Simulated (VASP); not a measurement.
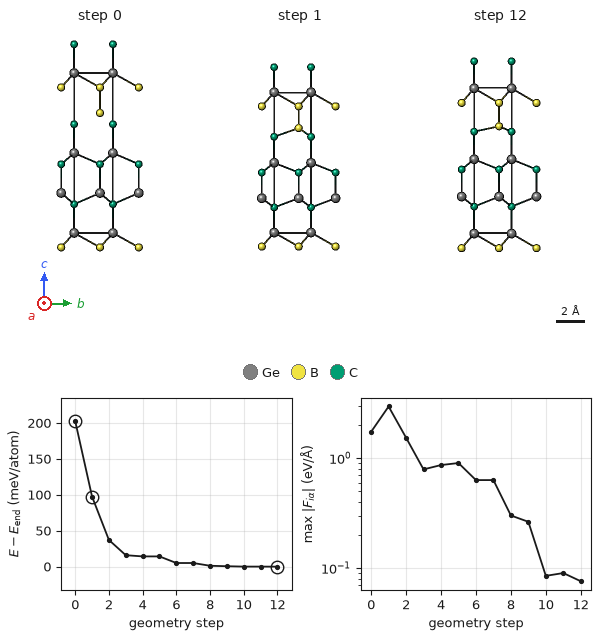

Frames of a relaxation of crystalline Ge₃B₂C₃ (a generated structure, set up in P3m1), marked on the history of the run. The picture is a ball-and-stick view of the cell of the calculation, seen along the a axis.

The run lets cell and atoms move.

The calculation used VASP 6.6.1, Kohn-Sham DFT of a periodic cell, PBE, VASP PAW PBE potentials, recommended.

The input:
```
SYSTEM = Ge3B2C3
PREC = Normal ; ENCUT = 520
EDIFF = 1E-4 ; ISMEAR = 0
SIGMA = 0.15 ; LREAL = .FALSE.
LASPH = .TRUE. ; NELM = 60
ALGO = Fast ; ISIF = 3
LWAVE = .FALSE. ; LCHARG = .FALSE.
GGA = PE ; IBRION = 2
NSW = 24 ; EDIFFG = -0.08
```

Command:
```bash
cat potpaw_PBE.64/Ge_d/POTCAR potpaw_PBE.64/B/POTCAR potpaw_PBE.64/C/POTCAR > POTCAR
mpirun -np 1 vasp_std > vasp.out
```

Describe the path.

The energy falls by 203 meV per atom in 12 geometry steps. Largest force component: 1.7 eV/Å at the start, 0.076 eV/Å at the end. Pressure: −18.51 GPa at the start and 0.43 GPa at the end. The atom that moves furthest relative to the cell is a C atom (0.18 Å along +c). Largest moves by element: C 0.18 Å, B 0.16 Å, Ge 0.08 Å. The volume changes by −15.5 %, with a = b 3.250 → 3.135 Å (−3.5 %), c 11.600 → 10.536 Å (−9.2 %). Some distances before and after: B–C 2.045 → 1.852 Å, B–B 1.856 → 1.693 Å, C–Ge 2.088 → 1.956 Å, C–Ge 2.045 → 1.950 Å. The space group stays P3m1 (No. 156). The volume changes by over a tenth within one run on a fixed set of plane waves, so the end point should be relaxed again from the new cell. It ran on 1 thread of Intel(R) Xeon(R) Platinum 8259CL CPU @ 2.50GHz (Skylake/Cascade Lake) (shared host). From step 0 to 1: a B atom moves most (0.07 Å), volume −20.8 %, energy −105 meV per atom. From step 1 to 12: a B atom moves most (0.14 Å), volume +6.7 %, energy −97.6 meV per atom.

```
step  E − E(0), meV/atom  largest force component, eV/Å  pressure, GPa  volume, Å³/atom
   0                0.00                         1.7351         -18.51           13.264
   1             -105.13                         2.9466          18.35           10.511
   2             -165.55                         1.5330           0.34           11.418
   3             -186.78                         0.7894           0.23           11.302
   4             -188.46                         0.8646           0.84           11.268
   5             -188.48                         0.9020           1.01           11.200
   6             -197.66                         0.6311           0.01           11.189
   7             -197.67                         0.6313           0.01           11.189
   8             -201.50                         0.3009           0.31           11.190
   9             -202.13                         0.2636           0.60           11.191
  10             -202.65                         0.0850          -0.91           11.237
  11             -202.65                         0.0902          -0.38           11.231
  12             -202.76                         0.0760           0.43           11.212
```

Limits of the set-up: layers or molecules are held without a dispersion correction, so their spacing is unreliable.
